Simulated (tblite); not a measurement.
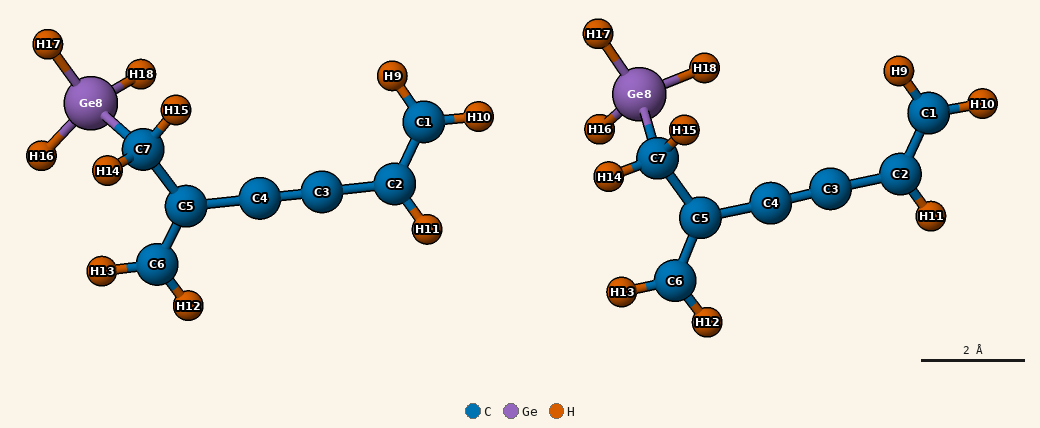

Two geometries of C$_{7}$H$_{10}$Ge, drawn at one scale. One is the start of a relaxation, the other its converged end. A ball-and-stick model, seen at a tilt.

The calculation used tblite 0.8.0, GFN2-xTB geometry optimisation, gas phase. 

Question: Which of the two is the end point?

Answer: The right one is the relaxed one. After 142 geometry steps the energy has fallen by 17.7 kJ/mol. The largest move after the best rigid fit is that of H16, 1.03 Å. Largest moves by element: H 1.03 Å, Ge 0.59 Å, C 0.50 Å. Near-neighbour distances that change, for instance: Ge8–H16 1.553 → 1.495 Å, Ge8–H17 1.550 → 1.498 Å, Ge8–H18 1.541 → 1.493 Å, C7–Ge8 1.946 → 1.981 Å. Bond angles that change, for instance: C4–C5–C7 119.8° → 115.6°, C3–C2–H11 119.2° → 115.5°, C6–C5–C7 120.9° → 123.3°. Groups turn about C5–C7 by about 35°.
